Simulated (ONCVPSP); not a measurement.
# Sn: two inputs for an ONCV potential

Aim: run the settings below and read what the generator makes of them, then set beside them a closely related input and test what it gives.

The numbers are computed with ONCVPSP 4.0.1 (PW91, scalar-relativistic, spin-unpolarised reference atom).

1 further run of the same task is left out (it didn't finish).

## (1) Settings

Typed settings, in words:

- element: tin (Sn, Z = 50)
- type: optimised norm-conserving Vanderbilt (ONCV)
- frozen core: [Kr] 4d10
- valence charge: 4
- reference configuration: 5s2 (charge +2)
- partial waves: 5s: rc 2.15 bohr, ncon 4, nbas 8, qcut 2.9 1/bohr, 2 projectors, debl 3.9 Ha; p scattering state at 0.04 Ha: rc 2.75 bohr, ncon 4, nbas 7, qcut 2.9 1/bohr, 1 projector; d scattering state at 0.06 Ha: rc 2.90 bohr, ncon 4, nbas 7, qcut 2.8 1/bohr, 2 projectors, debl 1.9 Ha
- local potential: polynomial inside 1.85 bohr (lpopt 5, dvloc0 0 Ha)
- core correction: not asked for

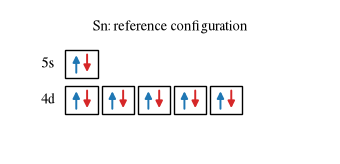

The outer shells as boxes. The arrows follow Hund's rule for the drawing; the calculation itself is spin-unpolarised.

An earlier all-electron run gives the scale for the radii.

All-electron outer shells of the reference configuration (PW91, scalar-relativistic, ld1.x):

| shell | level (eV) | outermost node (bohr) | outermost maximum (bohr) |
| --- | --- | --- | --- |
| 4d | -43.29 | 0.39 | 0.88 |
| 5s | -26.20 | 0.98 | 1.94 |
| 5p | -17.88 | 1.08 | 2.31 |

## (2) Running these settings

File Sn.dat:

```
# ATOM AND REFERENCE CONFIGURATION
# atsym  z   nc   nv     iexc    psfile
  Sn 50.00    9    1  -109134      upf
#
#   n    l    f
    1    0    2.00
    2    0    2.00
    2    1    6.00
    3    0    2.00
    3    1    6.00
    3    2   10.00
    4    0    2.00
    4    1    6.00
    4    2   10.00
    5    0    2.00
#
# PSEUDOPOTENTIAL AND OPTIMIZATION
# lmax
    2
#
#   l,   rc,      ep,       ncon, nbas, qcut
    0    2.15    0.00    4    8    2.90
    1    2.75    0.04    4    7    2.90
    2    2.90    0.06    4    7    2.80
#
# LOCAL POTENTIAL
# lloc, lpopt,  rc(5),   dvloc0
    4    5    1.85    0.00
#
# VANDERBILT-KLEINMAN-BYLANDER PROJECTORs
# l, nproj, debl
    0    2    3.90
    1    1    2.20
    2    2    1.90
#
# MODEL CORE CHARGE
# icmod, fcfact, rcfact
    0    0.00    0.00
#
# LOG DERIVATIVE ANALYSIS
# epsh1, epsh2, depsh
   -2.00    5.00    0.02
#
# OUTPUT GRID
# rlmax, drl
    6.00    0.01
#
# TEST CONFIGURATIONS
# ncnf
    4
# nvcnf
#   n    l    f
    2
    5    0    2.00
    5    1    2.00
#
    2
    5    0    2.00
    5    1    1.00
#
    1
    5    0    1.00
#
    2
    5    0    2.00
    5    1    1.50
#
```

Started as:

```console
$ oncvpsp.x < Sn.dat > Sn.out
```

The output, Sn.out (without the consistency checks and plot data):

```text
[... the first 15 lines are left out ...]
Reference configufation results
  iterations    22
  all-electron total energy (Ha)   -6.17733997D+03

Begin loop to  construct optimized pseudo wave functions
and semi-local pseudopoentials for all angular momenta

   Wellstate for l =  0  n =  8
     eigenvalue =   2.9373
     asymptotic potential =   3.4373
     half-point radius =  3.9455

Calculating optimized projector #   1

 for l=   0

    Fraction of norm inside rc  0.509929
    Optimizing pswf for qcut=   2.89 a_B^-1,  ecut=   4.19 Ha
    Residual kinetic energy error=  7.34D-03 Ha

    Energy error per electron        Cutoff
         Ha          eV             Ha
         0.01000     0.27211        3.89
         0.00100     0.02721       18.85
         0.00010     0.00272       36.18
         0.00001     0.00027       43.15

Calculating optimized projector #   2

 for l=   0

    Fraction of norm inside rc  0.081562
    Optimizing pswf for qcut=   2.89 a_B^-1,  ecut=   4.19 Ha
    Residual kinetic energy error=  2.17D-01 Ha

    Energy error per electron        Cutoff
         Ha          eV             Ha
         0.01000     0.27211       13.83
         0.00100     0.02721       43.98
         0.00010     0.00272       51.26
         0.00001     0.00027       60.31

WARNING wellstate: moderately localized bound state found for n= 5 l=  1
WARNING scattering state with energy  0.05000000
WARNING will be used for the first projector

   Wellstate for l =  1  n =  6
     eigenvalue =   0.0500
     asymptotic potential =   0.5500
     half-point radius =  4.4571

Calculating optimized projector #   1

 for l=   1

    Fraction of norm inside rc  0.206270
    Optimizing pswf for qcut=   2.90 a_B^-1,  ecut=   4.22 Ha
    Residual kinetic energy error=  5.82D+01 Ha
 ERROR pspot:  first pseudo wave function has node,          program will stop
 ERROR pspot: try changing psp parameters for this l
```

It took 17 s on 1 thread, shared host.

## (3) What went wrong

No potential comes out: the run stopped with "ERROR pspot: first pseudo wave function has node, program will stop". The reason: the optimised pseudo-wave of the first projector has a node, so the radial equation cannot be inverted for a potential.

The neighbouring input differs in this: reference 5s2 5p1.5; waves 5p: rc 2.75 bohr, ncon 4, nbas 7, qcut 2.9 1/bohr, 1 projector.

## (4) The second input

Edit Sn.dat of step 2 so:

```diff
@@ -2,3 +2,3 @@
 # atsym  z   nc   nv     iexc    psfile
-  Sn 50.00    9    1  -109134      upf
+  Sn 50.00    9    2  -109134      upf
 #
@@ -15,2 +15,3 @@
     5    0    2.00
+    5    1    1.50
 #
@@ -22,3 +23,3 @@
     0    2.15    0.00    4    8    2.90
-    1    2.75    0.04    4    7    2.90
+    1    2.75    0.00    4    7    2.90
     2    2.90    0.06    4    7    2.80
@@ -60,8 +61,9 @@
 #
-    1
-    5    0    1.00
+    2
+    5    0    2.00
+    5    1    0.00
 #
     2
-    5    0    2.00
-    5    1    1.50
+    5    0    1.00
+    5    1    3.00
 #
```

Started as:

```console
$ oncvpsp.x < Sn.dat > Sn.out
```

Output in Sn.out (without the consistency checks and plot data):

```text
ONCVPSP  (Optimized Norm-Conservinng Vanderbilt PSeudopotential)
scalar-relativistic version 4.0.1

#   n    l    f        energy (Ha)
    1    0    2.00    -1.0665253E+03
    2    0    2.00    -1.6112890E+02
    2    1    6.00    -1.4467078E+02
    3    0    2.00    -3.1204662E+01
    3    1    6.00    -2.5826568E+01
    3    2   10.00    -1.7544135E+01
    4    0    2.00    -5.0621635E+00
    4    1    6.00    -3.4368746E+00
    4    2   10.00    -1.0899452E+00
    5    0    2.00    -5.1853469E-01
    5    1    1.50    -2.5302907E-01

Reference configufation results
  iterations    25
  all-electron total energy (Ha)   -6.17801327D+03

Begin loop to  construct optimized pseudo wave functions
and semi-local pseudopoentials for all angular momenta

   Wellstate for l =  0  n =  8
     eigenvalue =   3.3815
     asymptotic potential =   3.8815
     half-point radius =  4.1290

Calculating optimized projector #   1

 for l=   0

    Fraction of norm inside rc  0.452635
    Optimizing pswf for qcut=   2.89 a_B^-1,  ecut=   4.19 Ha
    Residual kinetic energy error=  5.77D-03 Ha

    Energy error per electron        Cutoff
         Ha          eV             Ha
         0.01000     0.27211        3.65
         0.00100     0.02721       16.59
         0.00010     0.00272       35.35
         0.00001     0.00027       41.68

Calculating optimized projector #   2

 for l=   0

    Fraction of norm inside rc  0.092272
    Optimizing pswf for qcut=   2.89 a_B^-1,  ecut=   4.19 Ha
    Residual kinetic energy error=  2.60D-01 Ha

    Energy error per electron        Cutoff
         Ha          eV             Ha
         0.01000     0.27211       14.48
         0.00100     0.02721       44.55
         0.00010     0.00272       51.51
         0.00001     0.00027       61.59

Calculating optimized projector #   1

 for l=   1

    Fraction of norm inside rc  0.457185
    Optimizing pswf for qcut=   2.90 a_B^-1,  ecut=   4.22 Ha
    Residual kinetic energy error=  6.73D-04 Ha

    Energy error per electron        Cutoff
         Ha          eV             Ha
         0.01000     0.27211        1.32
         0.00100     0.02721        3.65
         0.00010     0.00272       15.29
         0.00001     0.00027       19.36

   Wellstate for l =  2  n =  5
     eigenvalue =   0.0600
     asymptotic potential =   0.5600
     half-point radius =  6.5963

   Wellstate for l =  2  n =  7
     eigenvalue =   1.9600
     asymptotic potential =   2.4600
     half-point radius =  4.9002

Calculating optimized projector #   1

 for l=   2

    Fraction of norm inside rc  0.179302
    Optimizing pswf for qcut=   2.79 a_B^-1,  ecut=   3.91 Ha
    Residual kinetic energy error=  2.61D-04 Ha

    Energy error per electron        Cutoff
         Ha          eV             Ha
         0.01000     0.27211        1.16
         0.00100     0.02721        2.00
         0.00010     0.00272       11.23
         0.00001     0.00027       19.85

Calculating optimized projector #   2

 for l=   2

    Fraction of norm inside rc  0.192381
    Optimizing pswf for qcut=   2.79 a_B^-1,  ecut=   3.91 Ha
    Residual kinetic energy error=  1.26D-02 Ha

    Energy error per electron        Cutoff
         Ha          eV             Ha
         0.01000     0.27211        6.57
         0.00100     0.02721       24.83
         0.00010     0.00272       29.36
         0.00001     0.00027       39.16

Construct Vanderbilt / Kleinmman-Bylander projectors

B matrix Hermiticity error, ll=   0
   1   2    2.1465E-04

  Orthonormal projector coefficients  8.6584E+00  1.7891E+00

B matrix Hermiticity error, ll=   2
   1   2   -6.2532E-05

  Orthonormal projector coefficients  2.1465E+00  4.5064E-01

Pseudoatom total energy   -3.280190

Diagnostic tests using Vanderbilt-Kleinman-Bylander pseudopotentials
  1 or more projectors used as specified by nproj input data

   l    rcore       rmatch      e in        delta e   norm test  slope test

   0   2.1560281   2.2214898  -0.5185347  -0.0000019   1.0000223   1.0000359
   0   2.1560281   2.2214898   3.3814653   0.0000796   0.9993331   0.9993331

   1   2.7553174   2.8389748  -0.2530291  -0.0000004   1.0000001   1.0000076

   2   2.9077258   2.9960107   0.0600000   0.0000019   1.0000413   1.0000413
   2   2.9077258   2.9960107   1.9600000   0.0000109   1.0001490   1.0001490

 Testing for bound ghosts
   n   l    E NL Schr. Eq   E Basis Diag.   E Cutoff

   1   0       -0.518537       -0.517501     56.16

   2   1       -0.253029       -0.251837     20.21

   3   2       -0.037457       -0.003254     30.22

 Testing for highly-localized positive-energy ghosts
       l    <radius>/rc     E Basis Diag.   E Cutoff

       0        0.555979        3.166682     56.16  WARNING - GHOST(+)

Test configuration 0

   n   l     f        eae           eps        diff
   1   0  2.0000-1066.52525230
   2   0  2.0000 -161.12890377
   2   1  6.0000 -144.67077609
   3   0  2.0000  -31.20466200
   3   1  6.0000  -25.82656758
   3   2 10.0000  -17.54413451
   4   0  2.0000   -5.06216353
   4   1  6.0000   -3.43687461
   4   2 10.0000   -1.08994519
   5   0  2.0000   -0.51853469   -0.51853655   -1.85D-06
   5   1  1.5000   -0.25302907   -0.25302950   -4.27D-07

    Total energies and differences
      AE_ref= -6.17801327D+03  AE_tst= -6.17801327D+03  dif=  0.00D+00
      PS_ref= -3.28018990D+00  PS_tst= -3.28018990D+00  dif=  1.33D-15
      PSP excitation error= -1.33D-15

Test configuration 1

   n   l     f        eae           eps        diff
   1   0  2.0000-1066.38505720
   2   0  2.0000 -160.98925218
   2   1  6.0000 -144.53105734
   3   0  2.0000  -31.06515518
   3   1  6.0000  -25.68705565
   3   2 10.0000  -17.40464023
   4   0  2.0000   -4.92283661
   4   1  6.0000   -3.29753612
   4   2 10.0000   -0.95090192
   5   0  2.0000   -0.39039225   -0.39037357    1.87D-05
   5   1  2.0000   -0.13745950   -0.13758217   -1.23D-04

    Total energies and differences
      AE_ref= -6.17801327D+03  AE_tst= -6.17811036D+03  dif= -9.71D-02
      PS_ref= -3.28018990D+00  PS_tst= -3.37733396D+00  dif= -9.71D-02
      PSP excitation error=  5.33D-05

Test configuration 2

   n   l     f        eae           eps        diff
   1   0  2.0000-1066.68198863
   2   0  2.0000 -161.28471337
   2   1  6.0000 -144.82669325
   3   0  2.0000  -31.36022471
   3   1  6.0000  -25.98213783
   3   2 10.0000  -17.69967730
   4   0  2.0000   -5.21734915
   4   1  6.0000   -3.59204957
   4   2 10.0000   -1.24453837
   5   0  2.0000   -0.65811087   -0.65820500   -9.41D-05
   5   1  1.0000   -0.37940273   -0.37928298    1.20D-04

    Total energies and differences
      AE_ref= -6.17801327D+03  AE_tst= -6.17785560D+03  dif=  1.58D-01
      PS_ref= -3.28018990D+00  PS_tst= -3.12251045D+00  dif=  1.58D-01
      PSP excitation error= -8.58D-06

Test configuration 3

   n   l     f        eae           eps        diff
   1   0  2.0000-1067.03600010
   2   0  2.0000 -161.63556324
   2   1  6.0000 -145.17789238
   3   0  2.0000  -31.71022957
   3   1  6.0000  -26.33216547
   3   2 10.0000  -18.04961823
   4   0  2.0000   -5.56588234
   4   1  6.0000   -3.94045360
   4   2 10.0000   -1.59070874
   5   0  2.0000   -0.96274917   -0.96265936    8.98D-05

    Total energies and differences
      AE_ref= -6.17801327D+03  AE_tst= -6.17733997D+03  dif=  6.73D-01
      PS_ref= -3.28018990D+00  PS_tst= -2.60720207D+00  dif=  6.73D-01
      PSP excitation error=  3.11D-04

Test configuration 4

   n   l     f        eae           eps        diff
   1   0  2.0000-1066.44219870
   2   0  2.0000 -161.04514777
   2   1  6.0000 -144.58686901
   3   0  2.0000  -31.12176623
   3   1  6.0000  -25.74363972
   3   2 10.0000  -17.46112445
   4   0  2.0000   -4.97960473
   4   1  6.0000   -3.35410082
   4   2 10.0000   -1.00515258
   5   0  1.0000   -0.42224516   -0.42104332    1.20D-03
   5   1  3.0000   -0.16036752   -0.16050506   -1.38D-04

    Total energies and differences
      AE_ref= -6.17801327D+03  AE_tst= -6.17785290D+03  dif=  1.60D-01
      PS_ref= -3.28018990D+00  PS_tst= -3.12054303D+00  dif=  1.60D-01
      PSP excitation error=  7.27D-04
```

It took 4.4 s on 1 thread, shared host.

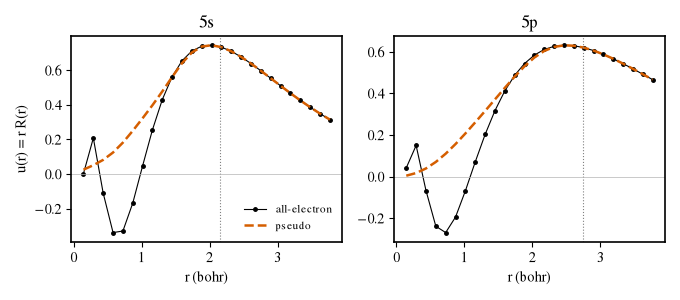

All-electron and pseudo partial waves (5s, 5p), with the matching radii dotted. The curves join 26 sampled radii, too few to resolve the innermost nodes.

## (5) The configuration tests of the same run

Energies count from the reference configuration 5s2 5p1.5; the error is all-electron less pseudo.

| valence configuration | charge | ΔE all-electron (eV) | error AE − PS (meV) |
| --- | --- | --- | --- |
| 5s2 5p2 | 0 | -2.642 | +1.5 |
| 5s2 5p1 | +1 | 4.290 | -0.2 |
| 5s2 5p0 | +2 | 18.321 | +8.5 |
| 5s1 5p3 | 0 | 4.364 | +20 |

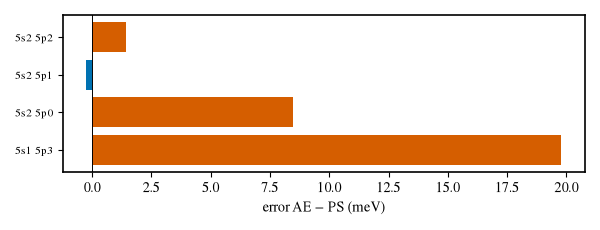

Error of the potential in each test configuration.

## (6) Scattering by logarithmic derivatives

Taken from the files of the generation run. The phase is arctan(r·R′/R) of the radial function R, unwrapped, with energies in Ha. A pole is an energy at which the radial function vanishes at the test radius. The pseudo phase is shifted by a multiple of π to meet the all-electron one at the reference energy. Levels narrower than the energy grid can be missing from the poles. The last column is the largest difference on the grid between −0.5 and +0.5 Ha.

| channel | radius (bohr) | reference (Ha) | poles AE | poles PS | window around the reference with phases within 0.05 rad (Ha) | largest difference near zero (rad) |
| --- | --- | --- | --- | --- | --- | --- |
| s | 2.18 | -0.52 | 1.00 | 0.97 | below 3.1 | 0.002 |
| p | 2.79 | -0.25 | 0.53, 4.20 | 0.43, 1.55 | below 0.5 | 0.023 |
| d | 2.94 | 0.06 | -1.07, 1.31, 4.67 | 1.29, 3.34 | -0.9 to 2.3 | 0.012 |

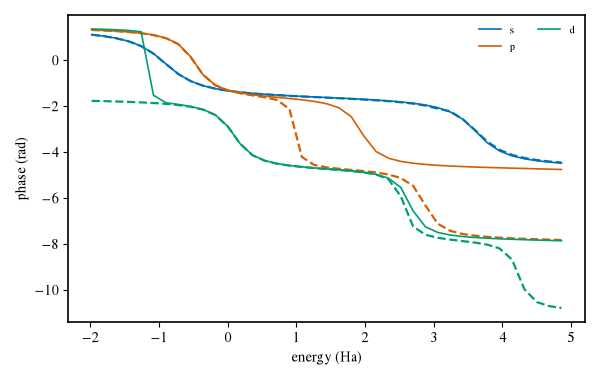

Phases by channel: all-electron solid, pseudo dashed.

## (7) Convergence and ghost test

Read off the output, the cutoffs (Ha) at which the residual kinetic energy of the hardest occupied pseudo-wave falls to 1 and 0.1 mHa per electron: 17 Ha and 35 Ha.

The program's own ghost test: no bound ghost flagged; GHOST(+) flagged for s at 86.2 eV.

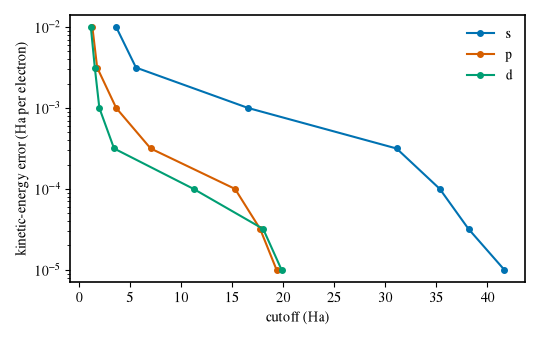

Convergence profile of the first projector's wave in each channel.

## (8) Summary of results

| quantity | value |
| --- | --- |
| first input | failed: ERROR pspot: first pseudo wave function has node, program will stop |
| second input | generated |
| cutoffs for 1 and 0.1 mHa per electron, occupied waves | 17 Ha and 35 Ha |
| bound ghosts | none found |
| GHOST(+) flags | s at 86 eV |
| largest test error (AE − PS) | +20 meV, for 5s1 5p3 |
| largest phase difference near zero energy, channels read | 0.023 rad |

In words: The change is enough to let the generator finish; it is one cure of several. The worst unpolarised test, 5s1 5p3, is off by 20 meV on 4.4 eV; by total energies transferability rates as good. It counts as soft on the atom at that tolerance, with 17 Ha needed at the looser tolerance. At the looser tolerance the 5s wave is the slowest; 5p needs 4 Ha. It is free of bound ghosts as far as tested. Near zero energy the phases of the channels with partial waves agree within 0.023 rad. The program also flags highly localised states, GHOST(+) (s). These are tests on the free atom; a crystal test is still owed.
